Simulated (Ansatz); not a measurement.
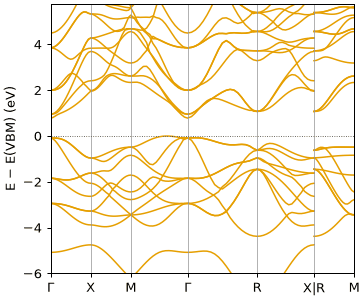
Figure: Band structure from r²SCAN in the plane-wave PAW code Ansatz

Question: Read off the gap and where the band edges lie.

Answer: About 0.8 eV (0.78 eV by a search for the band edges); maximum on the M–Γ line, 63 % of the way from M, minimum at Γ.

The material is Sn$_{3}$As$_{4}$ in space group P-43m (No. 215; Sn on 3d, As on 4e).

The workflow started from a Materials Project entry (that database holds measured and hypothetical structures alike); the Crystallography Open Database copy checked does not list it. Its standing as an ambient phase is unchecked. Symmetry was held in the r²SCAN relaxation; whether a distortion lowers the energy is not shown. Scalar-relativistic: spin–orbit coupling is off unless named, which matters more the heavier the elements.

Potentials: the earlier of the program's two PAW sets.
